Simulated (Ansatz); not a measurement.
CH₄S: single-point calculation

- system: CH₄S
- method: RKS wB97M-V/def2-TZVPPD (Ansatz 0.2.0)

The input adds 2 ghost centres (basis functions without nuclei or electrons, not drawn) at the places of a partner molecule, so the energy is that in the basis of the pair. The geometry: rigid move from PBE0-D4/def2-TZVP.

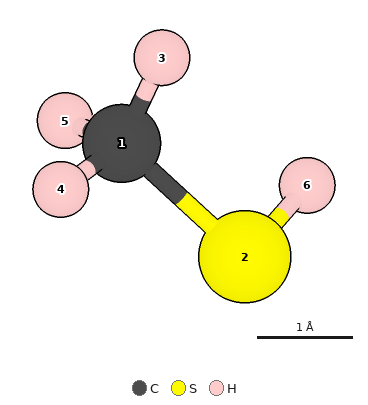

Figure 1. The input geometry (ball-and-stick view, seen at a tilt; atoms are numbered from 1 in the order of the input).

## The input
```yaml
crystal:
  periodic: [false, false, false]
  atoms:
    - {symbol: C, position_ang: [-0.322810, -0.379126, 1.029364]}
    - {symbol: S, position_ang: [1.205667, 0.357370, 0.410619]}
    - {symbol: H, position_ang: [-0.540712, -0.031671, 2.037579]}
    - {symbol: H, position_ang: [-0.151291, -1.454872, 1.054577]}
    - {symbol: H, position_ang: [-1.156162, -0.171523, 0.359299]}
    - {symbol: H, position_ang: [0.805127, 1.638668, 0.439349]}
basis:
  gaussian:
    orbitals: "def2-TZVPPD.json"
    ghost_atoms:
      - {symbol: Br, position_ang: [-0.324468, -0.078922, -2.947228]}
      - {symbol: H, position_ang: [0.464938, 0.114852, -1.730441]}
hamiltonian: {xc: {name: wB97M-V}}
```

Run on 4 threads of Intel Xeon, 31 GiB of memory available, shared host.

Launched with:
```bash
ansatz run in.yaml --threads 4 --pin off --events-out ev --progress --plain --max-ram 9574MiB
```

## Output
```
Functional definition: wB97M-V
  name "wB97M-V"
  cite "Mardirossian & Head-Gordon, J. Chem. Phys. 144, 214110 (2016) doi:10.1063/1.4952647"
  cite "Becke, J. Chem. Phys. 107, 8554 (1997) doi:10.1063/1.475007"
  cite "Vydrov & Van Voorhis, J. Chem. Phys. 133, 244103 (2010) doi:10.1063/1.3521275"
  # Of w^i u^j: cxij and so on, Table III.
  parameter omega = 0.3/bohr
  parameter cx = 0.15
  parameter cx01 = 1.007
  parameter cx10 = 0.259
  parameter css00 = 0.443
  parameter css04 = -1.437
  parameter css10 = -4.535
  parameter css20 = -3.390
  parameter css43 = 4.278
  parameter cos00 = 1.000
  parameter cos10 = 1.358
  parameter cos20 = 2.924
  parameter cos21 = -8.812
  parameter cos60 = -1.390
  parameter cos61 = 9.142
  parameter b = 6.0
  parameter c = 0.01
  gx(w, u) = 1 - cx + cx01*u + cx10*w
  gss(w, u) = css00 + css04*u^4 + css10*w + css20*w^2 + css43*w^4*u^3
  gos(w, u) = cos00 + cos10*w + (cos20 + cos21*u)*w^2 + (cos60 + cos61*u)*w^6
  exchange = spin_sum(e_x_unif_sr(omega)*gx(b97_w, b97_u_x)) + cx*exact_x_sr(omega) + exact_x_lr(omega)
  correlation = spin_sum(e_c_pw_mod_same_spin*gss(b97_w, b97_u_same))
      + integral(e_c_pw_mod_opposite_spin*gos(b97_w_opposite, b97_u_opposite)) + vv10(b, c)
1194 factors; their error is unknown
296 factors; integrals over basis functions are off by at most 3.5e-5 eV
mean field evaluation 1: about -11935.3153 eV, gradient 2.7e1 eV
mean field evaluation 2: about -11936.0680 eV, gradient 2.0e1 eV
mean field evaluation 4: about -11936.9500 eV, gradient 5.4e-1 eV
mean field evaluation 8: about -11936.9552 eV, gradient 3.8e-1 eV
mean field -11936.95533136 eV, -438.6750172685 hartree, gradient 8.4e-5 eV, S^2 0.000000; 0 other end points of the search recorded, 0 dependent functions left out
reference -11936.95540103 eV, -438.6750198290 hartree; 13, 13 occupied and 217, 217 virtual orbitals, 1194 factors
Total energy: -11936.95540103 eV, -438.6750198290 hartree
```

## Key numbers

| quantity | value |
| --- | --- |
| outcome | converged |
| total energy | −11936.9554 eV |
| SCF solution under orbital rotations | stable |
| wall time | 2.6 s (CPU time 9.2 s) |
| peak memory | 0.56 GiB |
